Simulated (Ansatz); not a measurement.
CsCdCl$_{3}$ (cubic perovskite)

```
CELL_PARAMETERS angstrom
      5.11311     0.00000     0.00000
      0.00000     5.11311     0.00000
      0.00000     0.00000     5.11311
ATOMIC_POSITIONS crystal
  Cs 0.00000 0.00000 0.00000
  Cd 0.50000 0.50000 0.50000
  Cl 0.00000 0.50000 0.50000
  Cl 0.50000 0.00000 0.50000
  Cl 0.50000 0.50000 0.00000
```

The atoms are displaced by Q × the pattern below (from a DFPT mode at Γ, largest move 1; Q in Å), at fixed cell. It is one choice among 3 degenerate patterns.

```csv
atom,x,y,z
Cs1,0.000,0.000,-0.003
Cd2,0.000,0.000,0.220
Cl3,0.000,0.000,0.156
Cl4,0.000,0.000,0.156
Cl5,0.000,0.000,-1.000
```

Level of theory: LDA (plane waves to 420 eV, PAW, scalar-relativistic; Ansatz, an electronic-structure program). k mesh 7×7×7 (Γ-centred), Fermi-Dirac smearing 0.05 eV. The energy includes the smearing's −TS. CsCdCl3 was relaxed with its symmetry unable to fall. ΔE is measured from the undisplaced structure.

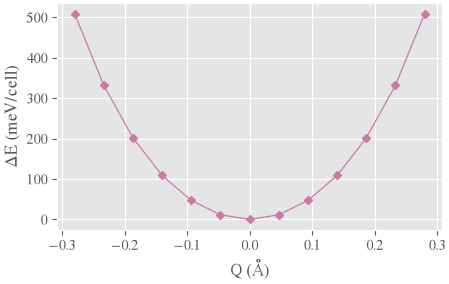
Figure. ΔE (meV/cell) against Q (Å); one marker a computed point.

**Question.** What is the energy change at Q = 0.280 Å?

**Answer.** About 510 meV/cell.

**Question.** What harmonic wavenumber does the curvature at Q = 0 give?

**Answer.** About 260 cm⁻¹.

(For displaced atoms, the force is minus the slope of the energy, and its curvature is a force constant, which sets phonon frequencies.)
